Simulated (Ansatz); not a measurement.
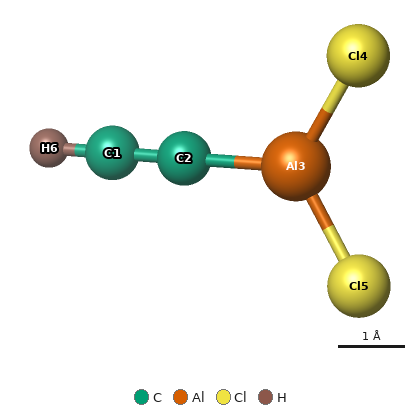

The starting structure (ball-and-stick view, seen at a tilt; atoms are numbered from 1 in the order of the input). Sticks mark near contacts. Bond lengths as drawn: Al–C 1.88 Å, Al–Cl 2.08 Å, C–C 1.21 Å and C–H 1.07 Å.

# C2HAlCl2: molecular dynamics (part 1 of 2)

The run: molecular dynamics of C2HAlCl2, SMILES C#[C][Al]([Cl])[Cl]. Method and program: UKS revPBE/6-31G* (Ansatz 0.2.0).

The geometry comes from this level: PBE0-D4/def2-TZVP. Figures and captions count atoms from 1; the log counts them from 0 in places.

Input
```yaml
crystal:
  periodic: [false, false, false]
  atoms:
    - {symbol: C, position_ang: [1.376631, -0.077230, 1.335322]}
    - {symbol: C, position_ang: [0.515134, -0.032349, 0.488620]}
    - {symbol: Al, position_ang: [-0.826906, 0.030803, -0.825997]}
    - {symbol: Cl, position_ang: [-2.210246, -1.506750, -0.993796]}
    - {symbol: Cl, position_ang: [-0.949743, 1.637972, -2.132761]}
    - {symbol: H, position_ang: [2.137231, -0.116447, 2.082511]}
basis:
  gaussian: {orbitals: "6-31G*"}
magnetization: {spin_polarized: true, initial_magnetization: 0}
hamiltonian: {xc: {name: revPBE}}
md: {timestep: 0.5 fs, n_steps: 30, ensemble: nvt_nose_hoover, temperature: 700, initial_velocities: maxwell_boltzmann, seed: 582}
```

Launched with:
```bash
ansatz run in.yaml --threads 4 --pin off --events-out ev --progress --plain --max-ram 10444MiB
```

Log
```
Functional definition: revPBE
  name "revPBE"
  cite "Zhang & Yang, Phys. Rev. Lett. 80, 890 (1998) doi:10.1103/PhysRevLett.80.890"
  cite "Perdew, Burke & Ernzerhof, Phys. Rev. Lett. 77, 3865 (1996) doi:10.1103/PhysRevLett.77.3865"
  parameter kappa = 1.245
  parameter beta = 0.06672455060314922
  exchange = pbe_x(kappa = kappa, mu = beta*pi^2/3)
  correlation = pbe_c(beta = beta)
1020 factors; their error is unknown
mean field evaluation 1: about -33720.8785 eV, gradient 3.2e1 eV
mean field evaluation 2: about -33711.0263 eV, gradient 5.0e1 eV
mean field evaluation 4: about -33726.3136 eV, gradient 8.0e0 eV
mean field evaluation 8: about -33726.6404 eV, gradient 1.6e-1 eV
mean field evaluation 16: about -33726.6037 eV, gradient 2.9e-5 eV
mean field -33726.60374676 eV, -1239.4298269805 hartree, gradient 2.9e-5 eV, S^2 0.000000; 0 other end points of the search recorded, 0 dependent functions left out
the calculation of the forces begins
reference -33726.60379464 eV, -1239.4298287397 hartree; 30, 30 occupied and 59, 59 virtual orbitals, 1020 factors
md step     0: t =     0.00 fs  T =   700.0 K  F+E_penalty+E_count = -33726.60374676 eV  E_kin = 0.361928 eV  conserved = -33726.24181877 eV  (30 SCF iters)
these checks for a lower state are left out or cut short: starts, cluster_reference, orbital_swaps, neighbouring_geometries, increment
1020 factors; their error is unknown
mean field -33726.61208104 eV, -1239.4301332595 hartree, gradient 1.6e-5 eV, S^2 0.000000; 0 other end points of the search recorded, 0 dependent functions left out
the calculation of the forces begins
reference -33726.61212894 eV, -1239.4301350199 hartree; 30, 30 occupied and 59, 59 virtual orbitals, 1020 factors
md step     1: t =     0.50 fs  T =   715.9 K  F+E_penalty+E_count = -33726.61208104 eV  E_kin = 0.370148 eV  conserved = -33726.24193335 eV  (31 SCF iters)
[... from here on the SCF iterations and repeated set-up lines of each step are left out, up to the last step ...]
md step     2: t =     1.00 fs  T =   725.2 K  F+E_penalty+E_count = -33726.61696794 eV  E_kin = 0.374951 eV  conserved = -33726.24201689 eV  (30 SCF iters)
md step     3: t =     1.50 fs  T =   725.4 K  F+E_penalty+E_count = -33726.61712237 eV  E_kin = 0.375064 eV  conserved = -33726.24205658 eV  (30 SCF iters)
md step     4: t =     2.00 fs  T =   715.4 K  F+E_penalty+E_count = -33726.61194799 eV  E_kin = 0.369896 eV  conserved = -33726.24204871 eV  (30 SCF iters)
md step     5: t =     2.50 fs  T =   695.5 K  F+E_penalty+E_count = -33726.60159370 eV  E_kin = 0.359590 eV  conserved = -33726.24199812 eV  (31 SCF iters)
md step     6: t =     3.00 fs  T =   667.2 K  F+E_penalty+E_count = -33726.58686972 eV  E_kin = 0.344945 eV  conserved = -33726.24191787 eV  (31 SCF iters)
md step     7: t =     3.50 fs  T =   632.9 K  F+E_penalty+E_count = -33726.56905866 eV  E_kin = 0.327228 eV  conserved = -33726.24182223 eV  (30 SCF iters)
md step     8: t =     4.00 fs  T =   595.6 K  F+E_penalty+E_count = -33726.54968658 eV  E_kin = 0.307953 eV  conserved = -33726.24172558 eV  (30 SCF iters)
md step     9: t =     4.50 fs  T =   558.3 K  F+E_penalty+E_count = -33726.53029432 eV  E_kin = 0.288650 eV  conserved = -33726.24163988 eV  (32 SCF iters)
md step    10: t =     5.00 fs  T =   523.5 K  F+E_penalty+E_count = -33726.51224644 eV  E_kin = 0.270673 eV  conserved = -33726.24157358 eV  (32 SCF iters)
md step    11: t =     5.50 fs  T =   493.3 K  F+E_penalty+E_count = -33726.49659684 eV  E_kin = 0.255075 eV  conserved = -33726.24153097 eV  (32 SCF iters)
md step    12: t =     6.00 fs  T =   469.1 K  F+E_penalty+E_count = -33726.48401743 eV  E_kin = 0.242525 eV  conserved = -33726.24151294 eV  (32 SCF iters)
md step    13: t =     6.50 fs  T =   451.2 K  F+E_penalty+E_count = -33726.47478304 eV  E_kin = 0.233301 eV  conserved = -33726.24151800 eV  (32 SCF iters)
md step    14: t =     7.00 fs  T =   439.6 K  F+E_penalty+E_count = -33726.46879719 eV  E_kin = 0.227308 eV  conserved = -33726.24154300 eV  (32 SCF iters)
md step    15: t =     7.50 fs  T =   433.5 K  F+E_penalty+E_count = -33726.46564183 eV  E_kin = 0.224134 eV  conserved = -33726.24158465 eV  (32 SCF iters)
md step    16: t =     8.00 fs  T =   431.5 K  F+E_penalty+E_count = -33726.46463295 eV  E_kin = 0.223097 eV  conserved = -33726.24163963 eV  (33 SCF iters)
md step    17: t =     8.50 fs  T =   431.9 K  F+E_penalty+E_count = -33726.46487679 eV  E_kin = 0.223307 eV  conserved = -33726.24170399 eV  (33 SCF iters)
md step    18: t =     9.00 fs  T =   432.7 K  F+E_penalty+E_count = -33726.46533420 eV  E_kin = 0.223731 eV  conserved = -33726.24177262 eV  (33 SCF iters)
md step    19: t =     9.50 fs  T =   431.8 K  F+E_penalty+E_count = -33726.46490970 eV  E_kin = 0.223281 eV  conserved = -33726.24183692 eV  (31 SCF iters)
md step    20: t =    10.00 fs  T =   427.3 K  F+E_penalty+E_count = -33726.46258756 eV  E_kin = 0.220953 eV  conserved = -33726.24188611 eV  (33 SCF iters)
md step    21: t =    10.50 fs  T =   417.8 K  F+E_penalty+E_count = -33726.45761036 eV  E_kin = 0.216003 eV  conserved = -33726.24190625 eV  (33 SCF iters)
md step    22: t =    11.00 fs  T =   402.6 K  F+E_penalty+E_count = -33726.44968192 eV  E_kin = 0.208144 eV  conserved = -33726.24188707 eV  (33 SCF iters)
md step    23: t =    11.50 fs  T =   382.4 K  F+E_penalty+E_count = -33726.43912739 eV  E_kin = 0.197704 eV  conserved = -33726.24182461 eV  (32 SCF iters)
md step    24: t =    12.00 fs  T =   359.1 K  F+E_penalty+E_count = -33726.42694962 eV  E_kin = 0.185679 eV  conserved = -33726.24172478 eV  (33 SCF iters)
md step    25: t =    12.50 fs  T =   335.8 K  F+E_penalty+E_count = -33726.41472919 eV  E_kin = 0.173634 eV  conserved = -33726.24160445 eV  (33 SCF iters)
md step    26: t =    13.00 fs  T =   316.1 K  F+E_penalty+E_count = -33726.40435920 eV  E_kin = 0.163436 eV  conserved = -33726.24148806 eV  (31 SCF iters)
md step    27: t =    13.50 fs  T =   303.4 K  F+E_penalty+E_count = -33726.39766407 eV  E_kin = 0.156885 eV  conserved = -33726.24140138 eV  (32 SCF iters)
md step    28: t =    14.00 fs  T =   300.4 K  F+E_penalty+E_count = -33726.39599795 eV  E_kin = 0.155316 eV  conserved = -33726.24136462 eV  (31 SCF iters)
md step    29: t =    14.50 fs  T =   308.1 K  F+E_penalty+E_count = -33726.39993470 eV  E_kin = 0.159296 eV  conserved = -33726.24138606 eV  (31 SCF iters)
these checks for a lower state are left out or cut short: starts, cluster_reference, orbital_swaps, neighbouring_geometries, increment
1020 factors; their error is unknown
mean field -33726.40914234 eV, -1239.4226753998 hartree, gradient 1.6e-5 eV, S^2 0.000000; 0 other end points of the search recorded, 0 dependent functions left out
the calculation of the forces begins
reference -33726.40919056 eV, -1239.4226771720 hartree; 30, 30 occupied and 59, 59 virtual orbitals, 1020 factors
1020 factors; their error is unknown
mean field evaluation 256: about -33726.4466 eV, gradient 3.0e-2 eV
mean field -33726.40914234 eV, -1239.4226753998 hartree, gradient 1.6e-5 eV, S^2 0.000000; 1 other end points of the search recorded, 0 dependent functions left out
the calculation of the forces begins
reference -33726.40919056 eV, -1239.4226771720 hartree; 30, 30 occupied and 59, 59 virtual orbitals, 1020 factors
md step    30: t =    15.00 fs  T =   325.9 K  F+E_penalty+E_count = -33726.40914234 eV  E_kin = 0.168503 eV  conserved = -33726.24145989 eV  (31 SCF iters)
```

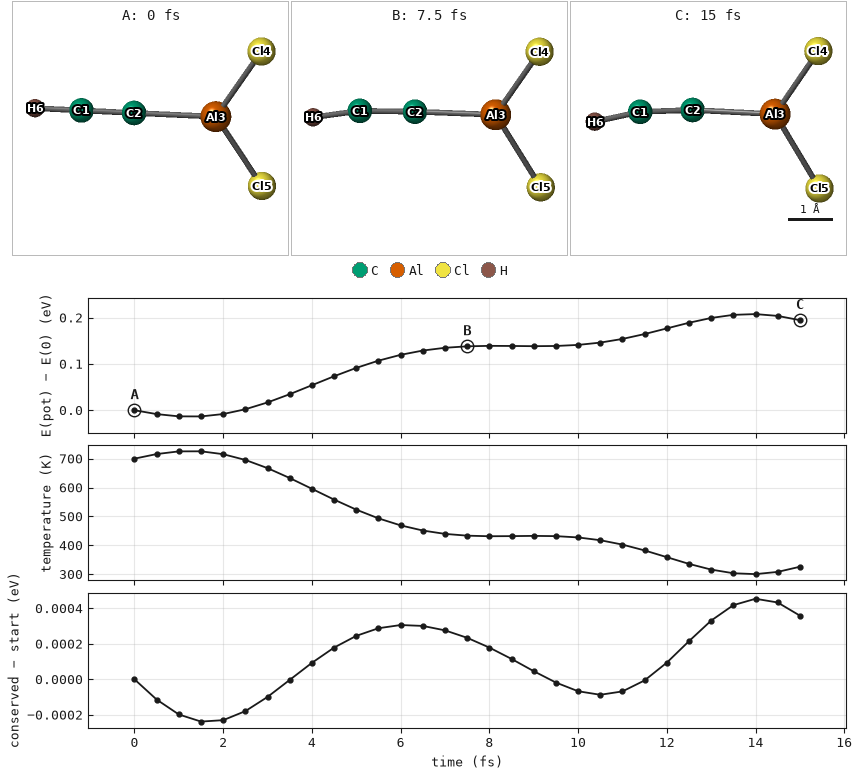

Frames of the molecular dynamics (ball-and-stick, seen at a tilt) above the curves, on which the letters mark them. The trajectory kept here has 31 frames over 15 fs. The temperature starts at 700 K, ranges from 300 to 725 K and averages 378 K over the second half. The potential energy ends 0.195 eV above its first value. The conserved quantity stays within 0.00069 eV. After an unweighted best fit of the last frame on the first, the root-mean-square displacement is 0.15 Å, and C2 has moved furthest (0.24 Å).

```
Total energy: -33726.40919056 eV, -1239.4226771720 hartree
Atom 0 at     1.320447    -0.047739     1.360454 Å, force     1.477150     0.502685     2.322737 eV/Å
Atom 1 at     0.609332    -0.095510     0.389944 Å, force    -2.149154    -0.213366    -2.404821 eV/Å
Atom 2 at    -0.868574    -0.028593    -0.829201 Å, force     1.920325     1.975508    -0.230450 eV/Å
Atom 3 at    -2.204391    -1.516037    -0.964600 Å, force    -1.413058    -1.435619    -0.147497 eV/Å
Atom 4 at    -0.929412     1.695442    -2.139344 Å, force    -0.113523    -0.589367     0.420311 eV/Å
Atom 5 at     1.878673     0.180091     2.249294 Å, force     0.278260    -0.239842     0.039721 eV/Å
Dipole moment:     0.152432    -0.092537     0.396328 e Å
```

Trajectory as extended XYZ (Å, eV, eV/Å), 31 frames, from step=0 to step=30
```
6
Properties=species:S:1:pos:R:3:forces:R:3 step=0 time_fs=0.0 energy=-33726.60375 temperature=700.0
C     1.3766   -0.0772    1.3353    1.3485  -0.0689   1.3243
C     0.5151   -0.0323    0.4886   -1.3982   0.0708  -1.3728
Al   -0.8269    0.0308   -0.8260    0.2252  -0.0097   0.2201
Cl   -2.2102   -1.5068   -0.9938   -0.4162  -0.4549  -0.0562
Cl   -0.9497    1.6380   -2.1328   -0.0423   0.4766  -0.3930
H     2.1372   -0.1164    2.0825    0.2830  -0.0138   0.2776
6
Properties=species:S:1:pos:R:3:forces:R:3 step=1 time_fs=0.5 energy=-33726.61208 temperature=715.9
C     1.3761   -0.0769    1.3371    1.0900  -0.0283   1.1039
C     0.5158   -0.0342    0.4825   -1.0146   0.0377  -1.0004
Al   -0.8293    0.0273   -0.8257    0.2704   0.1200   0.1443
Cl   -2.2090   -1.5060   -0.9927   -0.4859  -0.5269  -0.0642
Cl   -0.9490    1.6399   -2.1330   -0.0435   0.4195  -0.3476
H     2.1306   -0.1015    2.0966    0.1835  -0.0220   0.1640
6
Properties=species:S:1:pos:R:3:forces:R:3 step=2 time_fs=1.0 energy=-33726.61697 temperature=725.2
C     1.3759   -0.0767    1.3391    0.8111   0.0146   0.8603
C     0.5163   -0.0360    0.4761   -0.5941   0.0054  -0.5843
Al   -0.8318    0.0239   -0.8255    0.3121   0.2503   0.0655
Cl   -2.2078   -1.5052   -0.9916   -0.5564  -0.5998  -0.0724
Cl   -0.9483    1.6419   -2.1332   -0.0450   0.3629  -0.3027
H     2.1243   -0.0865    2.1110    0.0723  -0.0333   0.0337
6
Properties=species:S:1:pos:R:3:forces:R:3 step=3 time_fs=1.5 energy=-33726.61712 temperature=725.4
C     1.3758   -0.0764    1.3412    0.5189   0.0592   0.6001
C     0.5167   -0.0378    0.4697   -0.1560  -0.0250  -0.1430
Al   -0.8341    0.0204   -0.8252    0.3515   0.3806  -0.0148
Cl   -2.2066   -1.5045   -0.9905   -0.6274  -0.6733  -0.0806
Cl   -0.9475    1.6439   -2.1335   -0.0468   0.3068  -0.2585
H     2.1183   -0.0717    2.1255   -0.0403  -0.0484  -0.1032
6
Properties=species:S:1:pos:R:3:forces:R:3 step=4 time_fs=2.0 energy=-33726.61195 temperature=715.4
C     1.3758   -0.0761    1.3435    0.2203   0.1045   0.3294
C     0.5170   -0.0396    0.4632    0.2819  -0.0524   0.3057
Al   -0.8365    0.0170   -0.8249    0.3900   0.5103  -0.0946
Cl   -2.2055   -1.5038   -0.9894   -0.6988  -0.7470  -0.0888
Cl   -0.9468    1.6459   -2.1338   -0.0487   0.2516  -0.2152
H     2.1122   -0.0569    2.1398   -0.1446  -0.0670  -0.2364
6
Properties=species:S:1:pos:R:3:forces:R:3 step=5 time_fs=2.5 energy=-33726.60159 temperature=695.5
C     1.3758   -0.0757    1.3458   -0.0780   0.1492   0.0541
C     0.5174   -0.0414    0.4568    0.7033  -0.0763   0.7452
Al   -0.8388    0.0137   -0.8246    0.4289   0.6388  -0.1722
Cl   -2.2044   -1.5032   -0.9884   -0.7700  -0.8206  -0.0970
Cl   -0.9461    1.6479   -2.1341   -0.0509   0.1973  -0.1728
H     2.1057   -0.0424    2.1535   -0.2333  -0.0884  -0.3572
6
Properties=species:S:1:pos:R:3:forces:R:3 step=6 time_fs=3.0 energy=-33726.58687 temperature=667.2
C     1.3758   -0.0754    1.3482   -0.3694   0.1919  -0.2200
C     0.5179   -0.0433    0.4505    1.0944  -0.0962   1.1608
Al   -0.8411    0.0104   -0.8243    0.4698   0.7653  -0.2458
Cl   -2.2034   -1.5026   -0.9873   -0.8408  -0.8938  -0.1051
Cl   -0.9453    1.6500   -2.1344   -0.0532   0.1443  -0.1316
H     2.0986   -0.0280    2.1663   -0.3009  -0.1115  -0.4583
6
Properties=species:S:1:pos:R:3:forces:R:3 step=7 time_fs=3.5 energy=-33726.56906 temperature=632.9
C     1.3758   -0.0750    1.3505   -0.6476   0.2311  -0.4872
C     0.5187   -0.0452    0.4445    1.4438  -0.1121   1.5397
Al   -0.8433    0.0072   -0.8241    0.5142   0.8894  -0.3135
Cl   -2.2024   -1.5021   -0.9862   -0.9107  -0.9661  -0.1130
Cl   -0.9446    1.6520   -2.1347   -0.0556   0.0926  -0.0916
H     2.0908   -0.0139    2.1781   -0.3441  -0.1349  -0.5344
6
Properties=species:S:1:pos:R:3:forces:R:3 step=8 time_fs=4.0 energy=-33726.54969 temperature=595.6
C     1.3756   -0.0746    1.3527   -0.9066   0.2654  -0.7419
C     0.5197   -0.0470    0.4387    1.7424  -0.1240   1.8715
Al   -0.8455    0.0040   -0.8239    0.5634   1.0105  -0.3740
Cl   -2.2015   -1.5017   -0.9852   -0.9795  -1.0371  -0.1207
Cl   -0.9439    1.6541   -2.1350   -0.0582   0.0423  -0.0528
H     2.0822   -0.0001    2.1886   -0.3616  -0.1571  -0.5821
```
